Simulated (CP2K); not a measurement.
# OH− (SMILES [OH-]) at 5 levels

We compute a comparison of 5 runs (HF/STO-3G, HF/3-21G, AM1, PM3, GFN1-xTB) of OH−. 

The results are computed with CP2K 2026.2.

## (1) The structure to begin with

OH−: 2 atoms, total charge -1, spin state singlet. SMILES: `[OH-]`. The O1–H2 distance was set to 1.445 Å, away from the relaxed value.

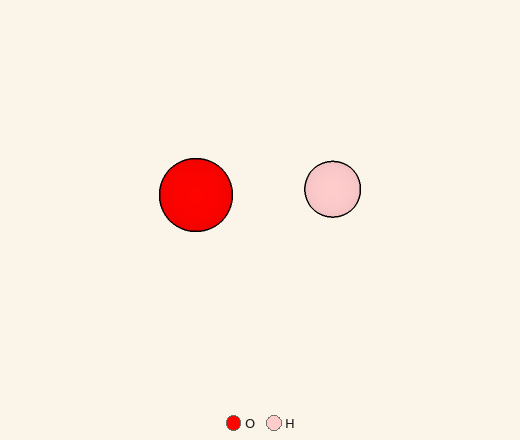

The structure, seen from a chosen angle (oxygen red, hydrogen pink).

## (2) A single-point energy at HF/STO-3G (run 1)

molecule.xyz

```xyz
2

O      0.823580    -0.263594     0.424990
H     -0.411800     0.131800    -0.212500
```

mol.inp

```
&GLOBAL
  PROJECT_NAME mol
  RUN_TYPE ENERGY
  PRINT_LEVEL MEDIUM
&END GLOBAL

&FORCE_EVAL
  METHOD Quickstep
  &DFT
    BASIS_SET_FILE_NAME ./sto_3g.basis
    POTENTIAL_FILE_NAME POTENTIAL
    CHARGE -1
    &QS
      METHOD GAPW
      EPS_DEFAULT 1.0E-10
    &END QS
    &MGRID
      CUTOFF 280
      REL_CUTOFF 50
      NGRIDS 4
    &END MGRID
    &POISSON
      PERIODIC NONE
      POISSON_SOLVER WAVELET
    &END POISSON
    &SCF
      SCF_GUESS ATOMIC
      EPS_SCF 1.0E-07
      MAX_SCF 150
      ADDED_MOS 5
      &DIAGONALIZATION
        ALGORITHM STANDARD
      &END DIAGONALIZATION
      &MIXING
        METHOD DIRECT_P_MIXING
        ALPHA 0.4
      &END MIXING
    &END SCF
    &XC
      &XC_FUNCTIONAL NONE
      &END XC_FUNCTIONAL
      &HF
        FRACTION 1
        &SCREENING
          EPS_SCHWARZ 1.0E-10
        &END SCREENING
        &MEMORY
          MAX_MEMORY 1050
        &END MEMORY
      &END HF
    &END XC
    &PRINT
      &MOMENTS
        PERIODIC F
        REFERENCE COM
        MAX_MOMENT 1
      &END MOMENTS
      &MO ON
        ENERGIES T
        OCCUPATION_NUMBERS T
        NDIGITS 6
        &EACH
          QS_SCF 0
        &END EACH
        ADD_LAST NUMERIC
      &END MO
      &LOWDIN ON
      &END LOWDIN
      &HIRSHFELD OFF
      &END HIRSHFELD
    &END PRINT
  &END DFT
  &SUBSYS
    &CELL
      ABC 11.2 11.2 11.2
      PERIODIC NONE
    &END CELL
    &TOPOLOGY
      COORD_FILE_NAME molecule.xyz
      COORD_FILE_FORMAT XYZ
      &CENTER_COORDINATES
      &END CENTER_COORDINATES
    &END TOPOLOGY
    &KIND O
      BASIS_SET STO-3G
      POTENTIAL ALL
      LEBEDEV_GRID 194
      RADIAL_GRID 100
    &END KIND
    &KIND H
      BASIS_SET STO-3G
      POTENTIAL ALL
      LEBEDEV_GRID 194
      RADIAL_GRID 100
    &END KIND
  &END SUBSYS
&END FORCE_EVAL
```

Command:

```sh
$ OMP_NUM_THREADS=1 cp2k.psmp -i mol.inp > mol.out 2>&1
```

Output:

```text
CP2K| version string:                                       CP2K version 2026.2
[...]
 GLOBAL| Method name                                                        CP2K
[...]
 GLOBAL| Run type                                                         ENERGY
[...]
 DFT| Spin restricted Kohn-Sham (RKS) calculation                            RKS
 DFT| Multiplicity                                                             1
[...]
 DFT| Charge                                                                  -1
[...]
 QS| Method:                                                                GAPW
[...]
 QS| Density cutoff [a.u.]:                                                140.0
[...]
 QS| Relative density cutoff [a.u.]:                                        25.0
[...]
                             - Atoms:                                          2
[...]
                             - Spherical basis functions:                      6
[...]
 Number of electrons:                                                         10
[...]
     1 P_Mix/Diag. 0.40E+00    1.0     0.63897636       -78.0620642278 -7.81E+01
[...]
    11 DIIS/Diag.  0.68E-07    0.6     0.00000005       -74.0163618844 -1.67E-10
  *** SCF run converged in    11 steps ***
[...]
  Overlap energy of the core charge distribution:               0.00000000000000
  Self energy of the core charge distribution:                -74.32059418673794
  Core Hamiltonian energy:                                     -3.75713062683714
  Hartree energy:                                              19.36206614718244
  Exchange-correlation energy:                                  0.00000000000000
  Hartree-Fock Exchange energy:                                -9.14949854515600
[...]
 ENERGY| Total FORCE_EVAL ( QS ) energy [hartree]            -74.016361884357210
[...]
```

Run time: 8.4 s. Hardware: 1 thread of Arm Neoverse V1, shared host; peak memory 0.71 GiB.

## (3) A single-point energy at HF/3-21G (run 2)

qs.inp

```
&GLOBAL
  PROJECT qs
  RUN_TYPE ENERGY
  PRINT_LEVEL MEDIUM
&END GLOBAL

&FORCE_EVAL
  METHOD Quickstep
  &DFT
    BASIS_SET_FILE_NAME ./3_21g.basis
    POTENTIAL_FILE_NAME POTENTIAL
    CHARGE -1
    MULTIPLICITY 1
    &QS
      METHOD GAPW
      EPS_DEFAULT 1.0E-10
    &END QS
    ! real-space grids
    &MGRID
      CUTOFF 280
      REL_CUTOFF 50
      NGRIDS 4
    &END MGRID
    ! isolated system
    &POISSON
      PERIODIC NONE
      POISSON_SOLVER WAVELET
    &END POISSON
    ! SCF settings
    &SCF
      SCF_GUESS ATOMIC
      EPS_SCF 1.0E-07
      MAX_SCF 150
      ADDED_MOS 10
      &DIAGONALIZATION
        ALGORITHM STANDARD
      &END DIAGONALIZATION
      &MIXING
        METHOD DIRECT_P_MIXING
        ALPHA 0.4
      &END MIXING
    &END SCF
    ! exchange and correlation
    &XC
      &XC_FUNCTIONAL NONE
      &END XC_FUNCTIONAL
      &HF
        FRACTION 1
        &SCREENING
          EPS_SCHWARZ 1.0E-10
          SCREEN_ON_INITIAL_P F
        &END SCREENING
        &INTERACTION_POTENTIAL
          POTENTIAL_TYPE COULOMB
        &END INTERACTION_POTENTIAL
        &MEMORY
          MAX_MEMORY 1050
        &END MEMORY
      &END HF
    &END XC
    &PRINT
      &MOMENTS
        PERIODIC F
        REFERENCE COM
        MAX_MOMENT 1
      &END MOMENTS
      &MO ON
        ENERGIES T
        OCCUPATION_NUMBERS T
        NDIGITS 6
        &EACH
          QS_SCF 0
        &END EACH
        ADD_LAST NUMERIC
      &END MO
      &LOWDIN ON
      &END LOWDIN
      &HIRSHFELD OFF
      &END HIRSHFELD
    &END PRINT
  &END DFT
  &SUBSYS
    &CELL
      ABC [angstrom] 11.2 11.2 11.2
      PERIODIC NONE
    &END CELL
    &COORD
      O      6.217690     5.402303     5.918745
      H      4.982310     5.797697     5.281255
    &END COORD
    &KIND O
      BASIS_SET 3-21G
      POTENTIAL ALL
      LEBEDEV_GRID 194
      RADIAL_GRID 100
    &END KIND
    &KIND H
      BASIS_SET 3-21G
      POTENTIAL ALL
      LEBEDEV_GRID 194
      RADIAL_GRID 100
    &END KIND
  &END SUBSYS
&END FORCE_EVAL
```

Command:

```sh
$ OMP_NUM_THREADS=1 cp2k.psmp -i qs.inp -o qs.out
```

Output:

```text
CP2K| version string:                                       CP2K version 2026.2
[...]
 GLOBAL| Method name                                                        CP2K
[...]
 GLOBAL| Run type                                                         ENERGY
[...]
 DFT| Spin restricted Kohn-Sham (RKS) calculation                            RKS
 DFT| Multiplicity                                                             1
[...]
 DFT| Charge                                                                  -1
[...]
 QS| Method:                                                                GAPW
[...]
 QS| Density cutoff [a.u.]:                                                140.0
[...]
 QS| Relative density cutoff [a.u.]:                                        25.0
[...]
                             - Atoms:                                          2
[...]
                             - Spherical basis functions:                     11
[...]
 Number of electrons:                                                         10
[...]
     1 P_Mix/Diag. 0.40E+00    1.0     0.46821741       -78.9961755419 -7.90E+01
[...]
    15 DIIS/Diag.  0.24E-07    0.6     0.00000001       -74.8257621455 -1.42E-14
  *** SCF run converged in    15 steps ***
[...]
  Overlap energy of the core charge distribution:               0.00000000000000
  Self energy of the core charge distribution:                -74.32059418673794
  Core Hamiltonian energy:                                     -5.63113647212746
  Hartree energy:                                              21.07242352526555
  Exchange-correlation energy:                                  0.00000000000000
  Hartree-Fock Exchange energy:                                -8.75697073521717
[...]
 ENERGY| Total FORCE_EVAL ( QS ) energy [hartree]            -74.825762145529055
[...]
```

Wall time 11 s (1 thread of Arm Neoverse V1, shared host); peak memory 0.71 GiB.

## (4) The energy at AM1 (run 3)

gas.inp

```
&GLOBAL
   PROJECT_NAME gas
   RUN_TYPE ENERGY
   PRINT_LEVEL MEDIUM
&END GLOBAL

&FORCE_EVAL
   METHOD QS
   &DFT
      CHARGE -1
      &QS
         METHOD AM1
         EPS_DEFAULT 1.0E-10
         &SE
            &COULOMB
               CUTOFF [angstrom] 50
               RC_RANGE [angstrom] 0
            &END COULOMB
            &EXCHANGE
               CUTOFF [angstrom] 50
               RC_RANGE [angstrom] 0
            &END EXCHANGE
         &END SE
      &END QS
      &POISSON
         PERIODIC NONE
         POISSON_SOLVER ANALYTIC
      &END POISSON
      &SCF
         SCF_GUESS ATOMIC
         EPS_SCF 1.0E-06
         MAX_SCF 80
         ADDED_MOS 4
         &DIAGONALIZATION
            ALGORITHM STANDARD
         &END DIAGONALIZATION
         &MIXING
            METHOD DIRECT_P_MIXING
            ALPHA 0.4
         &END MIXING
      &END SCF
      &PRINT
         &MOMENTS
            PERIODIC F
            REFERENCE COM
            MAX_MOMENT 1
         &END MOMENTS
         &MO ON
            ENERGIES T
            OCCUPATION_NUMBERS T
            NDIGITS 6
            &EACH
               QS_SCF 0
            &END EACH
            ADD_LAST NUMERIC
         &END MO
         &HIRSHFELD OFF
         &END HIRSHFELD
      &END PRINT
   &END DFT
   &SUBSYS
      &CELL
         ABC 13.2 12.4 12.6
         PERIODIC NONE
      &END CELL
      &COORD
         O      0.823580    -0.263594     0.424990
         H     -0.411800     0.131800    -0.212500
      &END COORD
      &TOPOLOGY
         &CENTER_COORDINATES
         &END CENTER_COORDINATES
      &END TOPOLOGY
   &END SUBSYS
&END FORCE_EVAL
```

Command:

```sh
$ OMP_NUM_THREADS=1 cp2k.psmp gas.inp > gas.out
```

Output:

```text
CP2K| version string:                                       CP2K version 2026.2
[...]
 GLOBAL| Method name                                                        CP2K
[...]
 GLOBAL| Run type                                                         ENERGY
[...]
 *** WARNING in qs_environment.F:2210 :: More added MOs requested than     ***
 *** available. The full set of unoccupied MOs will be used. Use           ***
 *** 'ADDED_MOS -1' to always use all available MOs and to get rid of this ***
[...]
                             - Atoms:                                          2
[...]
                             - Spherical basis functions:                      5
[...]
 Number of electrons:                                                          8
[...]
     1 P_Mix/Diag. 0.40E+00    0.0     0.76215889       -11.4368528997 -1.14E+01
[...]
    13 DIIS/Diag.  0.19E-09    0.0     5.9407E-10       -12.1373889547 -2.01E-10
  *** SCF run converged in    13 steps ***
  Core-core repulsion energy [eV]:                             50.48299922749371
  Core Hamiltonian energy [eV]:                              -595.17941138514675
  Two-electron integral energy [eV]:                          428.84252459102180
  Electronic energy [eV]:                                    -380.75814908963582
  Total energy [eV]:                                         -330.27514986214214
  Atomic reference energy [eV]:                               332.33802585983796
  Heat of formation [kcal/mol]:                                47.57105438518614
[...]
 SE_DIPOLE| Moment [Debye]         -0.22328806       0.07146527      -0.11522277
 SE_DIPOLE| Derivative [a.u.]       0.00000000       0.00000000       0.00000000
 ENERGY| Total FORCE_EVAL ( QS ) energy [hartree]            -12.137388954680665
[...]
```

It took 0.26 s on 1 thread of Arm Neoverse V1, shared host.

Run 4 isn't shown in full; the table further down has it.

## (5) The energy at GFN1-xTB (run 5)

qs.inp

```
&GLOBAL
  PROJECT qs
  RUN_TYPE ENERGY
  PRINT_LEVEL MEDIUM
&END GLOBAL

&FORCE_EVAL
  METHOD QS
  &DFT
    CHARGE -1
    &QS
      METHOD XTB
      EPS_DEFAULT 1.0E-10
      &XTB
        GFN_TYPE TBLITE
        &TBLITE
          METHOD GFN1
        &END TBLITE
        CHECK_ATOMIC_CHARGES F
      &END XTB
    &END QS
    &POISSON
      PERIODIC NONE
      POISSON_SOLVER ANALYTIC
    &END POISSON
    &SCF
      SCF_GUESS ATOMIC
      EPS_SCF 1.0E-07
      MAX_SCF 150
      ADDED_MOS 4
      &DIAGONALIZATION
        ALGORITHM STANDARD
      &END DIAGONALIZATION
      &MIXING
        METHOD DIRECT_P_MIXING
        ALPHA 0.4
      &END MIXING
    &END SCF
    ! extra output
    &PRINT
      &MOMENTS
        PERIODIC F
        REFERENCE COM
        MAX_MOMENT 1
      &END MOMENTS
      &MO ON
        ENERGIES T
        OCCUPATION_NUMBERS T
        NDIGITS 6
        &EACH
          QS_SCF 0
        &END EACH
        ADD_LAST NUMERIC
      &END MO
      &HIRSHFELD OFF
      &END HIRSHFELD
    &END PRINT
  &END DFT
  ! structure
  &SUBSYS
    &CELL
      ABC 13.2 12.4 12.6
      PERIODIC NONE
    &END CELL
    &COORD
      O      0.823580    -0.263594     0.424990
      H     -0.411800     0.131800    -0.212500
    &END COORD
    &TOPOLOGY
      &CENTER_COORDINATES
      &END CENTER_COORDINATES
    &END TOPOLOGY
  &END SUBSYS
&END FORCE_EVAL
```

Command:

```sh
$ OMP_NUM_THREADS=1 cp2k.psmp qs.inp > qs.out
```

Output:

```text
CP2K| version string:                                       CP2K version 2026.2
[...]
 GLOBAL| Method name                                                        CP2K
[...]
 GLOBAL| Run type                                                         ENERGY
[...]
                             - Atoms:                                          2
[...]
                             - Spherical basis functions:                      6
[...]
 Number of electrons:                                                          8
[...]
  *** SCF run converged in    11 steps ***
[...]
  Fermi energy:                                                 0.06591298601921
[...]
 TB_DIPOLE| Moment [Debye]         -0.12803205       0.04097776      -0.06606805
 TB_DIPOLE| Derivative [a.u.]       0.00000000       0.00000000       0.00000000
[...]
 ENERGY| Total FORCE_EVAL ( QS ) energy [hartree]             -5.287920389520029
[...]
```

Run time: 0.26 s. Hardware: 1 thread of Arm Neoverse V1, shared host.

## (6) All runs side by side

```csv
run,level,added orbitals,scheme,energy (Eh),HOMO energy (eV),LUMO energy (eV),HOMO–LUMO gap (eV),wall time
1,HF/STO-3G,5,GAPW,-74.016362,3.90,23.53,19.63,8.4 s
2,HF/3-21G,10,GAPW,-74.825762,-1.69,14.82,16.51,11 s
3,AM1,4,–,-12.137389,-1.60,10.84,12.44,0.26 s
4,PM3,–,–,-11.231834,–,–,–,0.5 s
5,GFN1-xTB,4,–,-5.287920,-1.69,2.71,4.39,0.26 s
```

## (7) Summary of results

```
            quantity        value
 run 5: total energy  -5.28792 Eh
  run 5: HOMO energy     -1.69 eV
  run 5: LUMO energy      2.71 eV
run 5: HOMO–LUMO gap      4.39 eV
```

In words: Over runs 1, 2, 3, 5 the HOMO–LUMO gap runs from 4.39 eV (GFN1-xTB) to 19.63 eV (HF/STO-3G). The two ends differ in method and basis and Hamiltonian. The empty levels of an anion lie above zero and hang on the basis. In run 1 the HOMO lies above zero, so the outermost electron may be held by the basis alone. In run 1 the basis is minimal, so the values are rough. Force-field and semi-empirical energies have zeros of their own, so their totals don't compare. All runs together took 20 s, the longest 11 s.
